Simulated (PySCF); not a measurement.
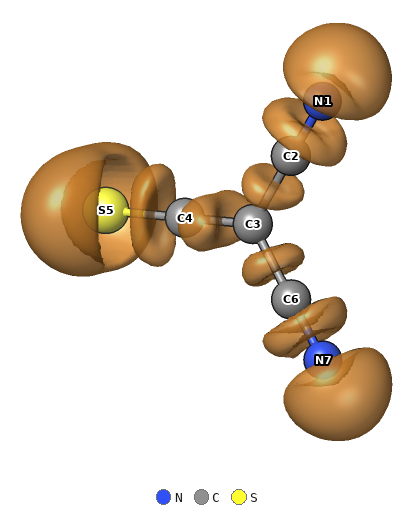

C$_{4}$N$_{2}$S (dicyanothioketene). Isosurface of the ELF at 0.8 (orange), seen at an oblique angle. Core shells and regions of very low density are left out.

Geometry: GFN2-xTB.

Theory: PBE0/def2-SVPD, SCF density, gas phase (PySCF).

| atom | x (Å) | y (Å) | z (Å) |
| --- | --- | --- | --- |
| N | -1.3961 | 2.1406 | 0.0759 |
| C | -0.7626 | 1.1886 | 0.0397 |
| C | 0.0036 | 0.0005 | -0.0036 |
| C | 1.3247 | 0.0269 | -0.0668 |
| S | 2.8620 | 0.0582 | -0.1416 |
| C | -0.7161 | -1.2167 | 0.0238 |
| N | -1.3120 | -2.1931 | 0.0455 |

> What do the ELF domains correspond to?

At this value the surface marks out three regions between bonded C–C atoms (shared pairs), two regions between bonded C–N atoms (shared pairs), one region between bonded C–S atoms (shared pairs), one ring or bowl of non-bonding electrons around S and two lobes on N, pointing away from the bonds (lone pairs).

Values along the shortest contacts:
C–N (1.14 Å): the ELF peaks at about 0.85 between the atoms; a multiple bond. C–C (1.32 Å): the ELF peaks at about 0.90 between the atoms; a multiple bond.
